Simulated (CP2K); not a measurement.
Methyl thiocyanate has these distinct C atoms: C1 (bonded to S and 3 H) and C3 (bonded to N and S).

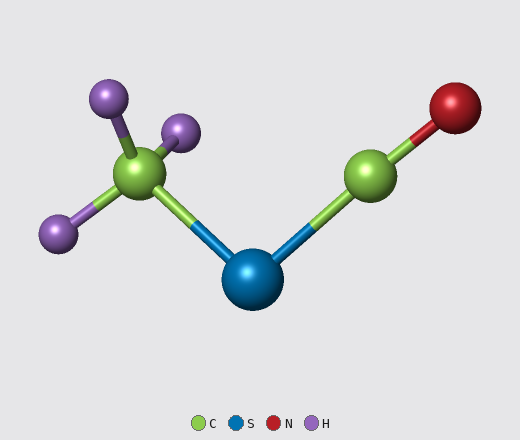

The molecule (carbon green, sulfur blue, nitrogen red, hydrogen purple).

```xyz
7

C    -0.9797    0.0064   -0.0210
S     0.4156   -1.1584    0.1533
C     1.7117   -0.0867    0.0469
N     2.6501    0.6139   -0.0233
H    -0.9392    0.5105   -0.9917
H    -1.8807   -0.6165    0.0363
H    -0.9779    0.7307    0.7996
```

Their partial C K spectra (CP2K XAS_TDP, all-electron GAPW, PBEh(45%), aug-cc-pVDZ, TDA, GW2X-corrected core level, no relativity) are given in random order, each times the number of alike atoms.

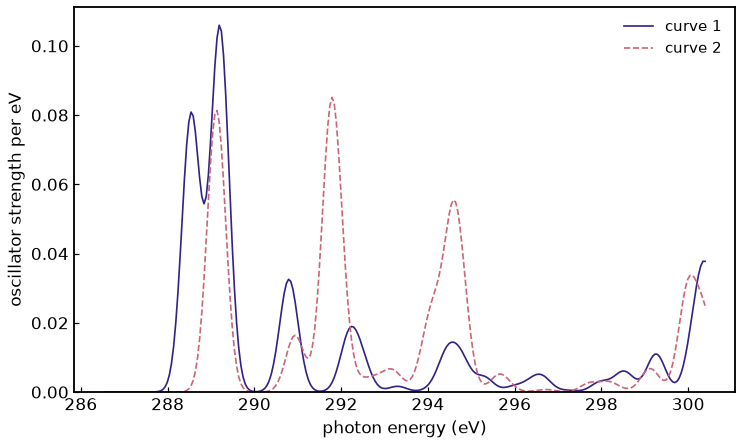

Gaussian full width 0.5 eV, oscillator strength per eV, alike atoms added, rows of zeros left out.

Q: Which curve belongs to which atom?

Curve 1: C3 (bonded to N and S), leading line at 288.54 eV (f = 0.043 an atom), ionisation energy 293.96 eV, term value 5.42 eV. Curve 2: C1 (bonded to S and 3 H), leading line at 289.13 eV (f = 0.043 an atom), ionisation energy 293.69 eV, term value 4.56 eV. The leading line of an atom is its first one with 35 % of the strongest within 2.5 eV of its lowest line over the strength cut. A line lies at the core ionisation energy, which rises as an atom loses charge to its neighbours or to a π system, less the term value, which is large for a low π* or σ* orbital with weight on that atom.

[Banner, clock and machine lines of the logs are left out without a mark of their own.]

[Logs are printed without paths, hosts, clocks, repeated set-up lines and the standing remarks that a program may print on its own settings, such as how far it seeks lower states.]

[Hosts, paths, dates, database ids (printed as entryN), source tags and the programs' standing remarks are cut or masked in the printed files.]
